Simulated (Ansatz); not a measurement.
A series of calculations on C4H9N3

Part 1: Relaxation

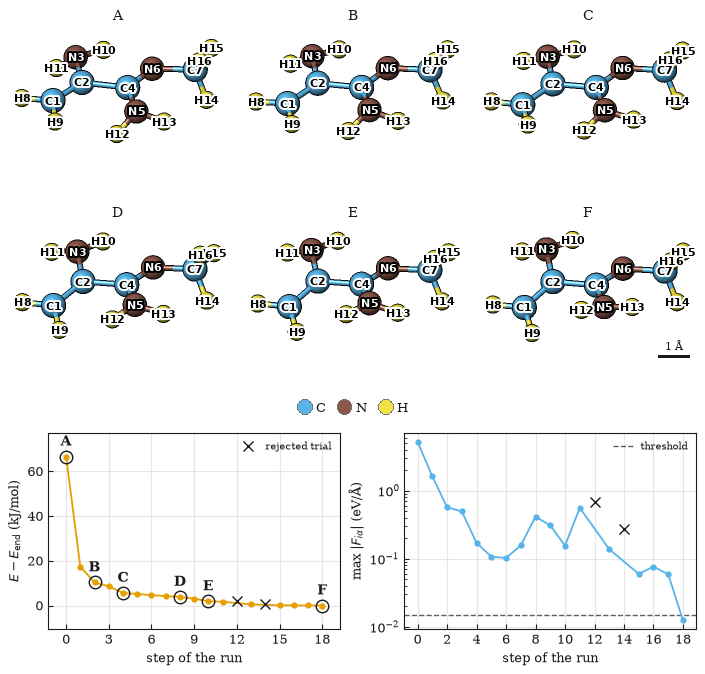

Frames of a relaxation of C4H9N3, marked on the history of the run. A ball-and-stick model, seen from a free direction.

The run prepares an end point of a later path (torsion) calculation, from a guessed geometry.

Level of theory: RKS B3LYP/def2-SVP in Ansatz. Set-up: no spin polarisation; force threshold 0.015 eV/Å; at most 40 steps.

> What happens along the run?

H12 moves most after the best rigid fit: 0.86 Å. By element the largest moves are H 0.86 Å, C 0.38 Å, N 0.22 Å. Among the contacts that change: C1–C2 1.274 → 1.354 Å, C2–C4 1.575 → 1.505 Å, C4–N6 1.229 → 1.285 Å, C4–N5 1.419 → 1.375 Å. Among the angles between lasting bonds that change: H8–C1–H9 110.7° → 117.3°, H10–N3–H11 109.0° → 115.5°, H12–N5–H13 110.1° → 116.0°. The energy falls by 66.6 kJ/mol in 16 accepted moves (18 points after the start). Largest force component: 5.2 eV/Å at the start, 0.012 eV/Å at the end. The line search rejected the trial steps at points 12, 14 of the run. Cost: 65 s on 2 threads of AMD EPYC 9R14 (Zen 4), with other jobs on the host, peak memory 0.43 GiB. From step 0 to 2: H atoms move most (0.16 Å), energy −56.3 kJ/mol. From step 2 to 4: H11 moves most (0.12 Å), energy −4.71 kJ/mol. From step 4 to 8: H atoms move most (0.36 Å), energy −1.77 kJ/mol. From step 8 to 10: H12 moves most (0.19 Å), energy −1.99 kJ/mol. From step 10 to 18: H13 moves most (0.22 Å), energy −1.87 kJ/mol.

```tsv
step	E − E(0), kJ/mol	largest force component, eV/Å	note
0	0.00	5.2304	
1	-49.26	1.6177	
2	-56.26	0.5702	
3	-58.02	0.4936	
4	-60.97	0.1709	
5	-61.45	0.1073	
6	-61.96	0.1024	
7	-62.38	0.1566	
8	-62.74	0.4136	
9	-63.56	0.3082	
10	-64.72	0.1555	
11	-64.91	0.5588	
12	-64.73	0.6742	rejected
13	-66.11	0.1378	
14	-66.09	0.2736	rejected
15	-66.49	0.0598	
16	-66.54	0.0766	
17	-66.56	0.0589	
18	-66.59	0.0124
```

Part 2: Relaxation

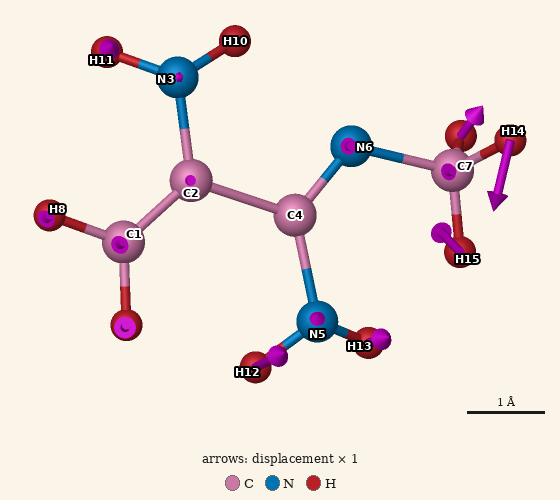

This is a relaxation of C$_{4}$H$_{9}$N$_{3}$. The starting structure is drawn; purple arrows show the displacements, at their true length. The two geometries are superimposed by the best rigid fit.

Style: ball-and-stick. Shown at a tilt.

The run prepares an end point of a later path (torsion) calculation, from a guessed geometry.

Theory: RKS B3LYP/def2-SVP (Ansatz). (no spin polarisation; force threshold 0.015 eV/Å; at most 40 steps)

Atoms of which element are displaced furthest, and by how much?

Answer. Hydrogen: up to 1.09 Å, against 0.30 Å for carbon.

What did the optimiser do to the structure, and how much energy did it gain?

Answer. Over 21 accepted moves (25 points after the start) the energy falls by 0.767 eV. The largest force component goes from 5.2 to 0.011 eV/Å. The line search rejected the trial steps at points 10, 16, 21, 23 of the run. The atom that moves furthest after the best rigid fit is an H atom (1.09 Å). By element the largest moves are H 1.09 Å, C 0.30 Å, N 0.25 Å. Some distances before and after: C–C 1.274 → 1.353 Å, C–C 1.575 → 1.505 Å, C–N 1.229 → 1.285 Å, C–N 1.419 → 1.375 Å. Among the angles between lasting bonds that change: H–C–H 110.7° → 117.4°, H–N–H 109.0° → 115.4°, C–C–H 127.2° → 121.3°. Groups turn about C–N by about 60°.

Part 3: Path

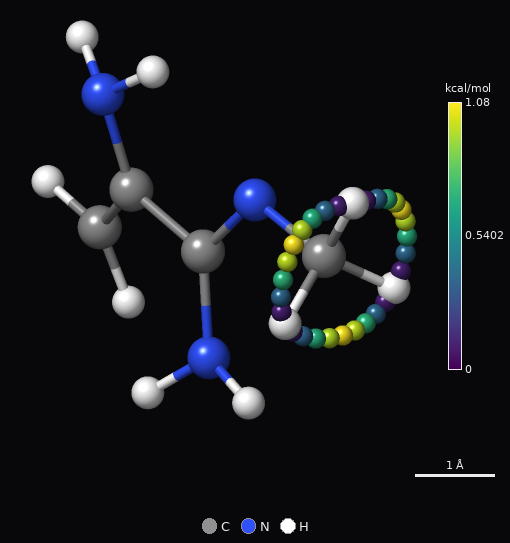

NEB run on C₄H₉N₃. Images are numbered from 0 (start) to 10 (end). The start is drawn whole; smaller spheres mark the moving atoms (H) in the later images, joined by lines and coloured by the energy of the image relative to the start. The picture is a ball-and-stick view, seen from a free direction.

Method: RKS B3LYP/def2-SVP (Ansatz).

The input:
```yaml
crystal:
  periodic: [false, false, false]
  atoms:
    - { symbol: C, position_ang: [-1.912402, 1.177792, 0.84798] }
    - { symbol: C, position_ang: [-0.783038, 0.444847, 0.986987] }
    - { symbol: "N", position_ang: [-0.214952, 0.063045, 2.183464] }
    - { symbol: C, position_ang: [-0.009667, -0.061933, -0.200988] }
    - { symbol: "N", position_ang: [-0.686735, -0.118805, -1.396019] }
    - { symbol: "N", position_ang: [1.224765, -0.367384, -0.017532] }
    - { symbol: C, position_ang: [2.000004, -0.863282, -1.127201] }
    - { symbol: H, position_ang: [-2.462056, 1.540692, 1.71982] }
    - { symbol: H, position_ang: [-2.276927, 1.477595, -0.133752] }
    - { symbol: H, position_ang: [0.760393, -0.210248, 2.068143] }
    - { symbol: H, position_ang: [-0.411616, 0.648368, 2.986458] }
    - { symbol: H, position_ang: [-1.696598, -0.178161, -1.366274] }
    - { symbol: H, position_ang: [-0.239766, -0.56399, -2.186632] }
    - { symbol: H, position_ang: [2.193904, -0.078601, -1.886755] }
    - { symbol: H, position_ang: [2.979383, -1.222145, -0.77611] }
    - { symbol: H, position_ang: [1.512308, -1.710289, -1.657589] }
basis:
  gaussian: { orbitals: def2-SVP }
hamiltonian:
  xc: b3lyp
neb:
  order_check: false
  images: 9
  f_tol: 0.05
  max_iterations: 60
  initial_path: idpp
  final_atoms:
    - { symbol: C, position_ang: [-1.85591676, 1.25834726, 0.85603884] }
    - { symbol: C, position_ang: [-0.79022514, 0.43417633, 0.98606688] }
    - { symbol: "N", position_ang: [-0.3058673, -0.07315471, 2.17268479] }
    - { symbol: C, position_ang: [-0.00540112, -0.0470002, -0.2050458] }
    - { symbol: "N", position_ang: [-0.63510806, 0.02492202, -1.42518265] }
    - { symbol: "N", position_ang: [1.19638543, -0.45127644, 0.00180021] }
    - { symbol: C, position_ang: [1.98127948, -0.92739298, -1.10961901] }
    - { symbol: H, position_ang: [-2.41762677, 1.60018741, 1.72863495] }
    - { symbol: H, position_ang: [-2.15030846, 1.65277604, -0.11547207] }
    - { symbol: H, position_ang: [0.65223866, -0.40749175, 2.07670866] }
    - { symbol: H, position_ang: [-0.4949885, 0.46868958, 3.00762354] }
    - { symbol: H, position_ang: [-1.64677063, 0.03313969, -1.43490418] }
    - { symbol: H, position_ang: [-0.18842048, -0.40031732, -2.22691404] }
    - { symbol: H, position_ang: [1.45791265, -1.69793472, -1.71704672] }
    - { symbol: H, position_ang: [2.26315496, -0.1094657, -1.80358308] }
    - { symbol: H, position_ang: [2.91666202, -1.38070351, -0.74779031] }
```

Run as
```bash
ansatz run input.yaml --threads 2 --pin off --max-ram 3072MiB --backend cpu --events-out ev --progress --plain --runs-dir out
```

**Describe the path and its energy.**

The motion is a rotation about the C–N bond by about 120°. No bond forms or breaks between the ends. Bond angles that change up to the highest image, for instance: N–C–H 112.2° → 116.5°, C–N–C 119.2° → 122.7°. The barrier is about 1.08 kcal/mol in both directions, with image 5 at the top; the ends have the same energy. The band is converged.
